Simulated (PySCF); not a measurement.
Consider C5H14N2Si (SMILES C[SiH](C)N(N)C1CC1).

```xyz
22

C    -2.2850   -1.4903   -0.5692
Si   -1.3903   -0.0879    0.3370
C    -1.5861    1.5637   -0.5780
N     0.2878   -0.5350    0.3810
N     0.4911   -1.8580    0.8624
C     1.3605    0.3610    0.6621
C     2.6488    0.1918   -0.0960
C     1.7631    1.3679   -0.3686
H    -2.1006   -2.4436   -0.0875
H    -3.3561   -1.3177   -0.5759
H    -1.9561   -1.5728   -1.6004
H    -1.9633    0.0784    1.6936
H    -1.0051    2.3543   -0.1159
H    -1.2831    1.4914   -1.6176
H    -2.6267    1.8706   -0.5641
H     1.3195   -2.2435    0.4119
H     0.6625   -1.8480    1.8691
H     1.4502    0.6587    1.7094
H     2.6864   -0.5801   -0.8498
H     3.5816    0.3444    0.4260
H     1.2153    1.3688   -1.2961
H     2.0753    2.3454   -0.0342
```

Geometry: GFN2-xTB.

Level of theory: PBE0/pcSseg-1, SCF density, gas phase, non-relativistic in PySCF.

Q: What can the converged electron density and electron localisation function tell about the bonding?

A: N–N (1.42 Å): ρ at the midpoint is about 2.1 e/Å³; the ELF peaks at about 0.90 between the atoms; a covalent bond.
C–C (1.50 Å): ρ at the midpoint is about 1.6 e/Å³; the ELF peaks at about 0.90 between the atoms; a covalent bond.
Si–N (1.74 Å): the density is about 1.1 e/Å³ at the midpoint; the ELF peaks at about 0.90 between the atoms: a shared but strongly polarised pair.

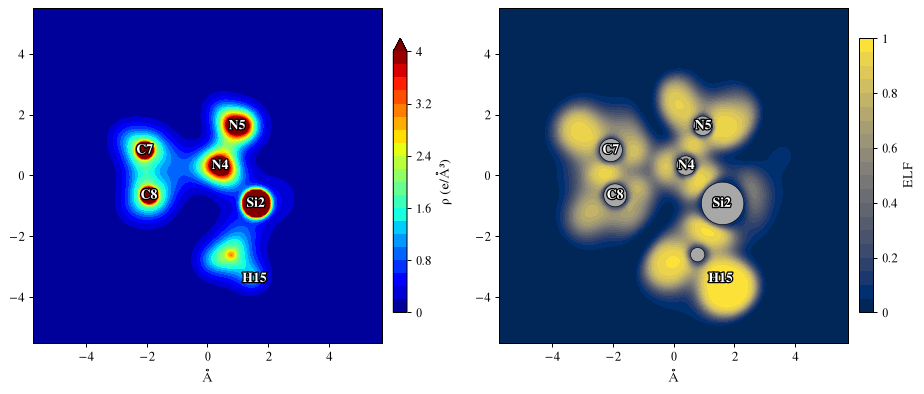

Computed electron density and electron localisation function on the plane of atoms Si2, N4 and N5, in this order. Grey discs cover the atomic cores in the ELF map. 
